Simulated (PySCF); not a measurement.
C5H10ClFSi (SMILES C[C-]([CH][SiH2]Cl)CCF) (charge −1, doublet)

Input file:

```
{"job": {"kind": "epr", "basis": "pcH-1"}, "charge": -1, "multiplicity": 2}
C     -0.560109    -2.044938     0.812962
C     -0.076798    -0.872201     0.010031
C      1.270331    -0.610897    -0.169964
Si     2.073427     0.812520    -0.946742
Cl     2.316796     2.834234     0.282054
C     -1.142427     0.057297    -0.492882
C     -1.315259     1.255450     0.439500
F     -2.409675     2.031601     0.066252
H     -1.257561    -2.668014     0.238326
H      0.275839    -2.671600     1.119615
H     -1.091369    -1.729559     1.721141
H      1.943162    -1.330569     0.288283
H      1.401631     1.513740    -2.045559
H      3.508817     0.622653    -1.170911
H     -2.102643    -0.466498    -0.558713
H     -0.889692     0.432037    -1.487762
H     -1.513088     0.934437     1.467128
H     -0.440143     1.906624     0.415582
```

Run with:

```sh
OMP_NUM_THREADS=1 python probes_run.py task.json out
```

Geometry: GFN2-xTB.

Level of theory: PySCF, UKS B3LYP, pcH-1 on C Cl F H Si, non-relativistic, mean-field spin-orbit, GIAO.

Q: What will maps of the electron density, electron localisation function and spin density show?

A: C–C (1.38 Å): ρ at the midpoint is about 2.1 e/Å³; the ELF peaks at about 0.95 between the atoms (localised, covalent bonding).
C–Si (1.81 Å): the density is about 1 e/Å³ at the midpoint; the ELF peaks at about 0.95 between the atoms (a covalent bond).
C–H (1.09 Å): the density is about 1.9 e/Å³ at the midpoint; the ELF climbs to about 1 towards the hydrogen, as it does in any bond to H: a covalent bond by its length.
C–C (1.50 Å): ρ is about 1.7 e/Å³ halfway; the ELF peaks at about 0.95 between the atoms (a shared electron pair).
The unpaired spin (1 electron) lies mostly on C2 (about 0.3), Si4 (about 0.3), Cl5 (about 0.1) and C3 (about 0.1), in electrons by Hirshfeld's partition.

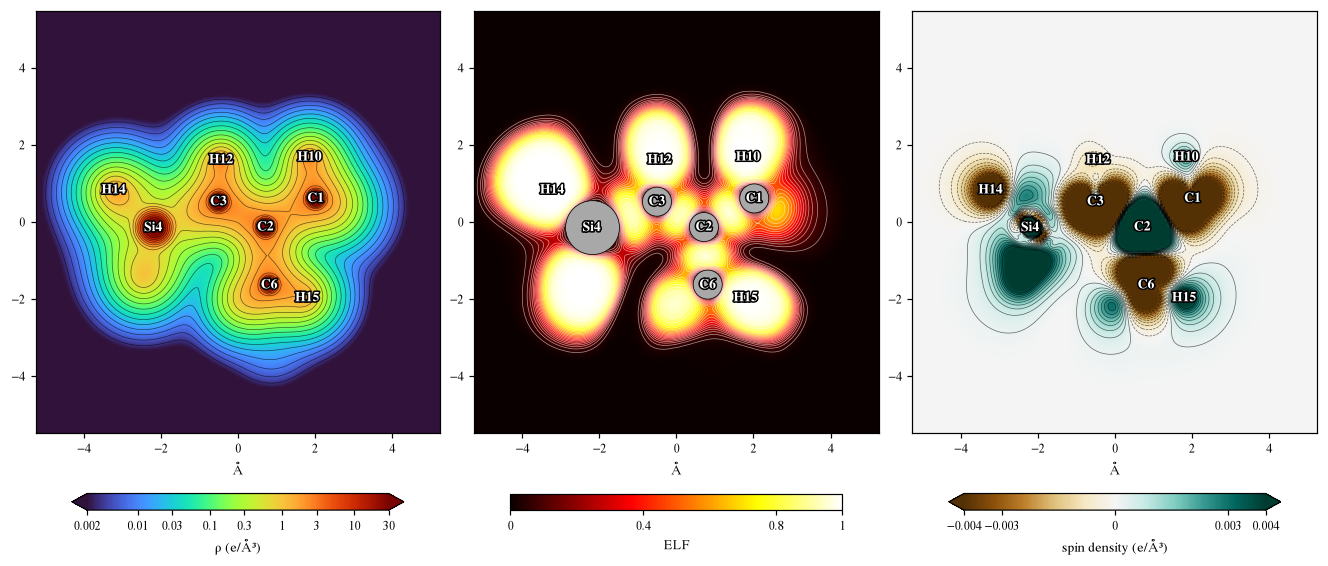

Computed electron density, electron localisation function and spin density on the plane of atoms C1, C2 and C3, in this order. Grey discs cover the atomic cores in the ELF map. 
